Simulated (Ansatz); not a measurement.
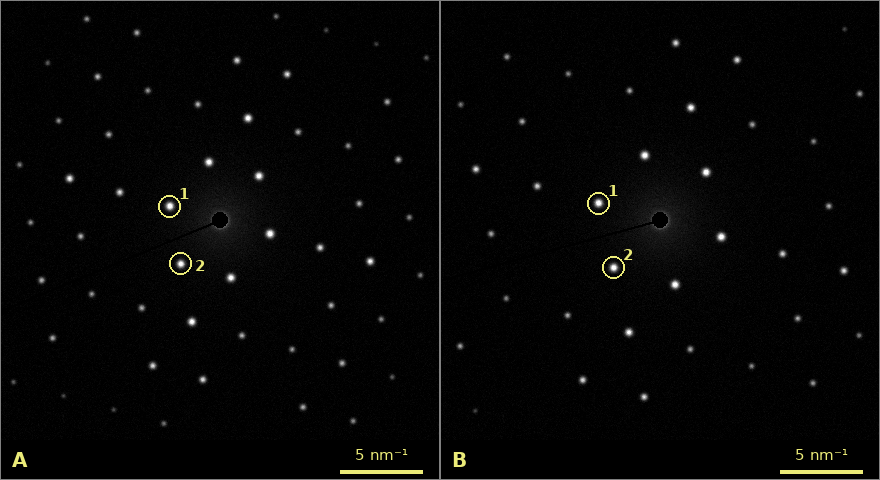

Kinematic electron diffraction patterns (300 kV, B = 0.5 Å², same scale) along [101] of the run's own cell, for the start and the end of one relaxation of ZnF with DFT PBE, scalar-relativistic, plane waves, PAW in Ansatz. k mesh 12×12×8. The start is a generated model structure, and the relaxation ends in the nearest stationary point of its symmetry, not necessarily the ground state. Spot 1 is 0 -1 0 and spot 2 is 1 -1 -1 in both.

Start structure:

```
Zn F
1.0
     3.62141    0.00000    0.00000
    -1.81071    3.13623    0.00000
     0.00000    0.00000    5.90445
Zn F
2 2
Cartesian
  0.0000 2.0908 0.0245
  1.8107 1.0454 2.9767
  0.0000 2.0908 2.2316
  1.8107 1.0454 5.1838
```

**Which pattern belongs to the start structure, and which to the relaxed one?**

A is the start: its cell gives d(1) = 3.136 Å, d(2) = 2.770 Å and an angle of 63.8°. B is the relaxed structure, with d(1) = 2.561 Å (-18.3 %), d(2) = 2.455 Å (-11.4 %) and 61.4°.

**Summarise the relaxation behind the change.**

The volume changed by -2.9 % to 16.29 Å³ an atom; with the mean shift removed, the atoms moved by up to 0.07 Å relative to the cell (Zn most); the space group stayed P6_3mc (No. 186); the free energy fell by 96 meV an atom. Relaxed cell: a = 2.957 Å, b = 2.957 Å, c = 8.600 Å, α = 90.00°, β = 90.00°, γ = 120.00°.
